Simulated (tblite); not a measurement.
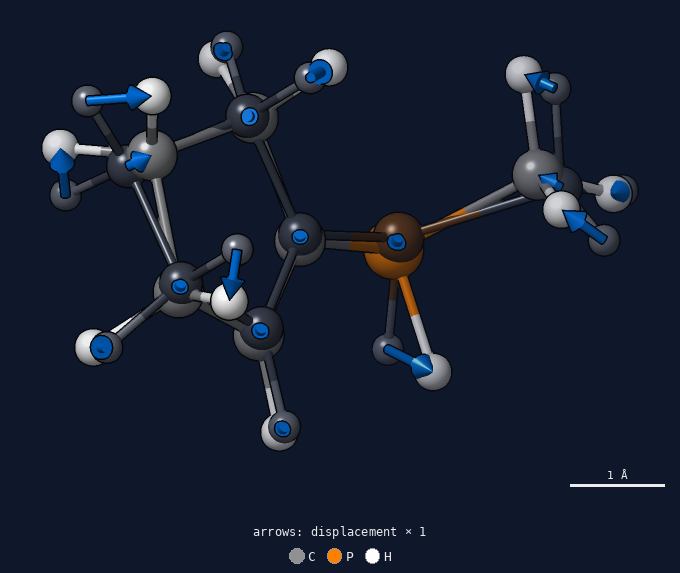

A relaxation of C$_{6}$H$_{11}$P. The starting structure is drawn faded, the final one solid; blue arrows show the displacements, at their true length. The two geometries are superimposed by the best rigid fit.

A ball-and-stick model, seen at a tilt.

Level of theory: GFN2-xTB geometry optimisation, gas phase in tblite. 

Q: Describe the change and its energy.

A: An H atom moves most after the best rigid fit: 0.98 Å. By element the largest moves are H 0.98 Å, C 0.32 Å, P 0.24 Å. Some distances before and after: C–H 1.136 → 1.088 Å, H–P 1.440 → 1.400 Å, C–H 1.120 → 1.094 Å, C–H 1.099 → 1.077 Å. Among the angles between lasting bonds that change: C–P–H 114.5° → 94.7°, C–P–H 114.6° → 95.6°, C–P–C 113.2° → 98.6°. Groups turn about C–C by about 25°, C–C by about 25°. After 116 geometry steps the energy has fallen by 1.369 eV.
